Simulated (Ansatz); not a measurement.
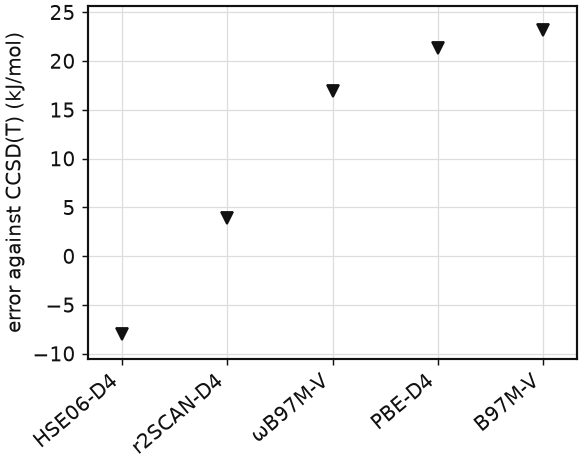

Error in the electronic atomisation energy (method less reference, so positive means overbinding) of CH₆S₂Si, SMILES SC[SiH2]S: functionals in def2-TZVPP against frozen-core CCSD(T) at the limit (MP2 extrapolated from triple and quadruple zeta, plus CCSD(T) less MP2 in a smaller set), which gives 3218.8 kJ/mol, at a PBE0-D4/def2-TZVP geometry (a minimum by its frequencies), no zero-point or spin-orbit term, the Ansatz code. The reference leaves out core correlation, a term that grows with the number of heavy atoms.

### Which of these levels overbind, and which underbind?

Overbind: PBE-D4 and B97M-V. Underbind: none clearly. Within 20 kJ/mol of zero, too close to call in view of what the reference leaves out: HSE06-D4, r2SCAN-D4 and ωB97M-V.

### Give the values.

| level | kJ/mol |
| --- | --- |
| HSE06-D4 | −8.0 |
| r2SCAN-D4 | 3.9 |
| ωB97M-V | 16.9 |
| PBE-D4 | 21.3 |
| B97M-V | 23.2 |

Limits of at least one run: one conformer of a flexible molecule.
